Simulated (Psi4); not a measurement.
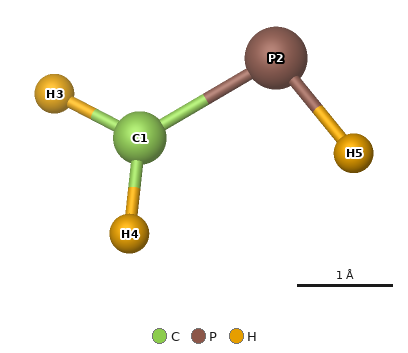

Fig. 1: The structure as given in the input (ball-and-stick view, seen at a tilt; atoms are numbered from 1 in the order of the input).

# Single-point calculation, with input and output: CH$_{3}$P

The run: single-point calculation of CH$_{3}$P (phosphethene), SMILES C=P. Method and program: AQCC/6-311+G**, RHF (Psi4 1.11).

The geometry comes from this level: GFN2-xTB.

What the program printed:
```
=> Loading Basis Set <=

    Name: 6-311+G**
    Role: ORBITAL
    Keyword: BASIS

         ---------------------------------------------------------
                                   SCF
                              RHF Reference
                        1 Threads,   1525 MiB Core
         ---------------------------------------------------------

  ==> Geometry <==

    Molecular point group: c1
    Full point group: C1

    Geometry (in Angstrom), charge = 0, multiplicity = 1:

       Center              X                  Y                   Z               Mass
    ------------   -----------------  -----------------  -----------------  -----------------
         C           -0.215490000000    -0.492820000000     0.091040000000    12.000000000000
         P            0.745240000000     0.776720000000     0.571430000000    30.973761998420
         H           -0.319450000000    -1.355480000000     0.729180000000     1.007825032230
         H           -0.760850000000    -0.526780000000    -0.836820000000     1.007825032230
         H            0.550550000000     1.598360000000    -0.554830000000     1.007825032230

  Running in c1 symmetry.

  Rotational constants: A =      3.13626  B =      0.32766  C =      0.29667 [cm^-1]
  Rotational constants: A =  94022.72187  B =   9823.04521  C =   8893.85768 [MHz]
  Nuclear repulsion =   48.777190341997532

  Charge       = 0
  Multiplicity = 1
  Electrons    = 24
  Nalpha       = 12
  Nbeta        = 12

  ==> Algorithm <==

  SCF Algorithm Type is DF.
  DIIS enabled.
  MOM disabled.
  Fractional occupation disabled.
  Guess Type is SAD.
  Energy threshold   = 1.00e-08
  Density threshold  = 1.00e-08
  Integral threshold = 1.00e-12

  ==> Primary Basis <==

  Basis Set: 6-311+G**
    Blend: 6-311+G**
    Number of shells: 36
    Number of basis functions: 70
    Number of Cartesian functions: 72
    Spherical Harmonics?: true
    Max angular momentum: 2

   => Loading Basis Set <=

    Name: (6-311+G** AUX)
    Role: JKFIT
    Keyword: DF_BASIS_SCF

  ==> Integral Setup <==

  DFHelper Memory: AOs need 0.014 GiB; user supplied 1.118 GiB.
  SCF_SUBTYPE=INCORE selected. In-core MEM_DF algorithm will be used.
  Using in-core AOs.

  ==> MemDFJK: Density-Fitted J/K Matrices <==

    J tasked:                   Yes
    K tasked:                   Yes
    wK tasked:                   No
    Memory [MiB]:              1144
    Algorithm:                 Core
    Schwarz Cutoff:           1E-12
    Mask sparsity (%):       0.0000
    Fitting Condition:        1E-10

   => Auxiliary Basis Set <=

  Basis Set: (6-311+G** AUX)
    Blend: HEAVY-AUG-CC-PVTZ-JKFIT
    Number of shells: 102
    Number of basis functions: 340
    Number of Cartesian functions: 416
    Spherical Harmonics?: true
    Max angular momentum: 4

  Minimum eigenvalue in the overlap matrix is 1.3588343816E-03.
  Reciprocal condition number of the overlap matrix is 2.0529917316E-04.
    Using symmetric orthogonalization.

  ==> Pre-Iterations <==

  SCF Guess: Superposition of Atomic Densities via on-the-fly atomic UHF (no occupation information).

   -------------------------
    Irrep   Nso     Nmo
   -------------------------
     A         70      70
   -------------------------
    Total      70      70
   -------------------------

  ==> Iterations <==

                           Total Energy        Delta E     RMS |[F,P]|

   @DF-RHF iter SAD:  -379.71650018963032   -3.79717e+02   0.00000e+00
   @DF-RHF iter   1:  -380.25247725180532   -5.35977e-01   5.15521e-03 DIIS/ADIIS
   @DF-RHF iter   2:  -380.30141886430903   -4.89416e-02   2.82026e-03 DIIS/ADIIS
   @DF-RHF iter   3:  -380.32193394526297   -2.05151e-02   5.55677e-04 DIIS/ADIIS
   @DF-RHF iter   4:  -380.32335548502238   -1.42154e-03   2.20957e-04 DIIS/ADIIS
   @DF-RHF iter   5:  -380.32361386891705   -2.58384e-04   6.70027e-05 DIIS
   @DF-RHF iter   6:  -380.32366067122990   -4.68023e-05   2.28780e-05 DIIS
   @DF-RHF iter   7:  -380.32366704844333   -6.37721e-06   4.65483e-06 DIIS
   @DF-RHF iter   8:  -380.32366730178205   -2.53339e-07   9.59260e-07 DIIS
   @DF-RHF iter   9:  -380.32366730900037   -7.21832e-09   1.84313e-07 DIIS
   @DF-RHF iter  10:  -380.32366730925509   -2.54715e-10   4.39815e-08 DIIS
   @DF-RHF iter  11:  -380.32366730927316   -1.80762e-11   8.84269e-09 DIIS
  Energy and wave function converged.

  ==> Post-Iterations <==

    Orbital Energies [Eh]
    ---------------------

    Doubly Occupied:

       1A    -79.944545     2A    -11.262020     3A     -7.489003
       4A     -5.382650     5A     -5.381842     6A     -5.381391
       7A     -0.986828     8A     -0.758352     9A     -0.620432
      10A     -0.528765    11A     -0.399540    12A     -0.362438

    Virtual:

      13A      0.048924    14A      0.057165    15A      0.076398
      16A      0.085558    17A      0.092575    18A      0.116857
      19A      0.127990    20A      0.174227    21A      0.178214
      22A      0.213933    23A      0.252195    24A      0.282086
      25A      0.300180    26A      0.396559    27A      0.420814
      28A      0.490206    29A      0.515040    30A      0.569364
      31A      0.601751    32A      0.758023    33A      0.770026
      34A      0.778261    35A      0.842982    36A      0.866539
      37A      0.915095    38A      0.962588    39A      1.087110
      40A      1.121094    41A      1.281902    42A      1.287511
      43A      1.622884    44A      1.642864    45A      1.709108
      46A      1.730380    47A      1.772774    48A      1.844366
      49A      1.884352    50A      1.930939    51A      2.049671
      52A      2.089555    53A      2.113768    54A      2.213249
      55A      2.392709    56A      2.496270    57A      2.767783
      58A      2.863112    59A      2.895059    60A      2.968166
      61A      2.999580    62A      3.148793    63A      3.791545
      64A      4.120452    65A      7.580193    66A     14.806014
      67A     14.875982    68A     15.001748    69A     24.953017
      70A    166.205224

    Final Occupation by Irrep:
              A
    DOCC [    12 ]
    NA   [    12 ]
    NB   [    12 ]

  @DF-RHF Final Energy:  -380.32366730927316

   => Energetics <=

    Nuclear Repulsion Energy =             48.7771903419975317
    One-Electron Energy =                -621.2061049440393390
    Two-Electron Energy =                 192.1052472927685812
    Total Energy =                       -380.3236673092732190

Computation Completed

Properties will be evaluated at   0.000000,   0.000000,   0.000000 [a0]

Properties computed using the SCF density matrix

 Multipole Moments:

 ------------------------------------------------------------------------------------
     Multipole            Electronic (a.u.)      Nuclear  (a.u.)        Total (a.u.)
 ------------------------------------------------------------------------------------

 L = 1.  Multiply by 2.5417464519 to convert [e a0] to [Debye]
 Dipole X            :        -17.9358019           17.6801076           -0.2556943
 Dipole Y            :        -16.0451568           15.8925589           -0.1525979
 Dipole Z            :        -16.2831393           15.9780501           -0.3050892
 Magnitude           :                                                    0.4263158

 ------------------------------------------------------------------------------------

	total time  =          1 seconds =       0.02 minutes
 MINTS: Wrapper to libmints.

   Calculation information:
      Number of threads:                 1
      Number of atoms:                   5
      Number of AO shells:              36
      Number of SO shells:              36
      Number of primitives:             62
      Number of atomic orbitals:        72
      Number of basis functions:        70

      Number of irreps:                  1
      Integral cutoff                 1.00e-12
      Number of functions per irrep: [  70 ]

 OEINTS: Overlap, kinetic, potential, dipole, and quadrupole integrals
         stored in file 35.

      Computing two-electron integrals...done
      Computed 2943093 non-zero two-electron integrals.
        Stored in file 33.

        ==> Transform all two-electron integrals <==

	Presorting SO-basis two-electron integrals.
	Sorting File: SO Ints (nn|nn) nbuckets = 1
	Constructing frozen core operators
	Starting first half-transformation.
	Sorting half-transformed integrals.
	First half integral transformation complete.
	Starting second half-transformation.
	Two-electron integral transformation complete.

	total time  =          0 seconds =       0.00 minutes

        **********************************************************
        *                                                        *
        *                   CCSD Integral Sort                   *
        *                                                        *
        **********************************************************

        CC integral sort will use                    134.01 mb

        Number of (ab|cd) temporary files:                2
        Number of (ab|ci) temporary files:                3
        Starting temporary file number:                 270

        Initial sort........done.

        Sort (IJ|KL)........done.
        Sort (IJ|KA) 1/2....done.
        Sort (IJ|KA) 2/2....done.
        Sort (IA|JB)........done.
        Sort (IJ|AB)........done.
        Sort (IA|BC) 1/3....done.
        Sort (IA|BC) 2/3....done.
        Sort (IA|BC) 3/3....done.
        Sort (AB|CD) 1/2....done.
        Sort (AB|CD) 2/2....done.

	total time  =          1 seconds =       0.02 minutes

        *******************************************************
        *                                                     *
        *                        AQCC                         *
        *         Averaged Quadratic Coupled Cluster          *
        *                                                     *
        *                                                     *
        *******************************************************

  ==> Input parameters <==

        Freeze core orbitals?                 yes
        Use frozen natural orbitals?           no
        r_convergence:                  1.000e-07
        e_convergence:                  1.000e-06
        Number of DIIS vectors:                 8
        Number of frozen core orbitals:         6
        Number of active occupied orbitals:     6
        Number of active virtual orbitals:     58
        Number of frozen virtual orbitals:      0

  ==> Memory <==

        available memory =                           1525.88 mb
        minimum memory requirements for QCISD =         2.83 mb
        (T) algorithm:                                  1.95 mb (low-memory)
        memory requirements for QCISD(T) =              1.95 mb

  ==> Define tiling <==

        v(ab,cd) diagrams will be evaluated in   1 blocks.
        v(ab,ci) diagrams will be evaluated in   1 blocks over ov2.
        v(ab,ci) diagrams will be evaluated in   1 blocks over ov.

  Allocate cpu memory (    25.17 mb).....done.
  Initialize cpu memory..................done.

  Begin AQCC iterations

   Iter  DIIS          Energy       d(Energy)          |d(T)|     time
      0   0 1   -0.2675109938   -0.2675109938    0.3010458750        0
      1   1 1   -0.2814860351   -0.0139750413    0.0598732726        0
      2   2 1   -0.2932591535   -0.0117731184    0.0266238582        0
      3   3 1   -0.2951533528   -0.0018941994    0.0124197209        0
      4   4 1   -0.2956486134   -0.0004952605    0.0044282992        0
      5   5 1   -0.2957132131   -0.0000645997    0.0014268500        0
      6   6 1   -0.2957192999   -0.0000060868    0.0003701181        0
      7   7 1   -0.2957198045   -0.0000005046    0.0000964626        0
      8   8 1   -0.2957198338   -0.0000000293    0.0000344151        0
      9   8 2   -0.2957198379   -0.0000000041    0.0000122032        0
     10   8 3   -0.2957198384   -0.0000000005    0.0000050630        0
     11   8 4   -0.2957198384   -0.0000000001    0.0000016967        0
     12   8 5   -0.2957198385   -0.0000000000    0.0000005374        0
     13   8 6   -0.2957198385   -0.0000000000    0.0000001936        0
     14   8 7   -0.2957198385   -0.0000000000    0.0000000613        0

  AQCC iterations converged!

  AQCC variational energy:      -0.295719838452
  AQCC transition energy:       -0.295719837694

        OS SCS-MP2 correlation energy:          -0.250852430265
        SS SCS-MP2 correlation energy:          -0.019489100651
        SCS-MP2 correlation energy:             -0.270341530917
      * SCS-MP2 total energy:                 -380.594008840190

        OS MP2 correlation energy:              -0.209043691888
        SS MP2 correlation energy:              -0.058467301954
        MP2 correlation energy:                 -0.267510993842
      * MP2 total energy:                     -380.591178303115

        OS AQCC correlation energy:             -0.242745414622
        SS AQCC correlation energy:             -0.052974423072
        AQCC correlation energy:                -0.295719838452
      * AQCC total energy:                    -380.619387147725

  Total time for AQCC iterations:       0.21 s (user)
                                        0.22 s (system)
                                           0 s (total)

  Time per iteration:                   0.01 s (user)
                                        0.02 s (system)
                                        0.00 s (total)

	total time  =          0 seconds =       0.00 minutes
```

Standard output:
```
E = -380.619387148
```

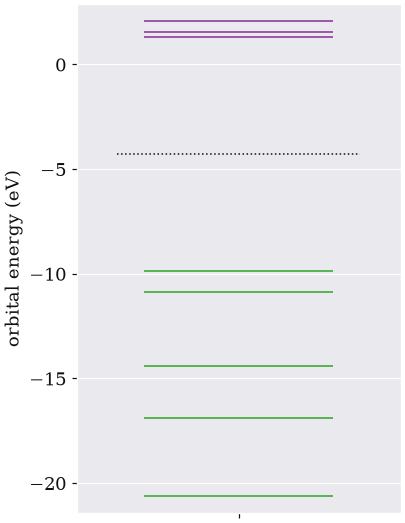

Fig. 2: Orbital energies near the frontier (SCF reference); the dotted line parts filled from empty levels, and levels within 0.02 eV of each other stand side by side. Highest filled −9.86 eV, lowest empty 1.33 eV, 11.19 eV apart.

The run was set up as follows.

Input (calc.py):
```python
import psi4

psi4.set_memory(1600000000)
psi4.set_num_threads(1)
psi4.core.set_output_file('run.log', False)

m = psi4.geometry("""
0 1
C     -0.215490    -0.492820     0.091040
P      0.745240     0.776720     0.571430
H     -0.319450    -1.355480     0.729180
H     -0.760850    -0.526780    -0.836820
H      0.550550     1.598360    -0.554830
symmetry c1
no_reorient
no_com
""")

psi4.set_options({
    'scf_type': 'df',
    'freeze_core': True,
})

result, w = psi4.energy("aqcc/6-311+G**", return_wfn=True)
print('E =', round(result, 9))
```

Launched with:
```bash
python calc.py
```

Summary:

```csv
quantity,value
outcome,converged
total energy,−380.619387 hartree
SCF energy,−380.323667 hartree
MP2 energy,−380.591178 hartree
correlation energy,−0.295720 hartree
basis functions,70
HOMO of the SCF reference,−9.86 eV
LUMO of the SCF reference,1.33 eV
hardware,"1 thread of INTEL XEON PLATINUM @ 2.30GHz (Emerald Rapids), 24 GiB of memory available, shared host"
wall time,3 s
peak memory,0.36 GiB
```
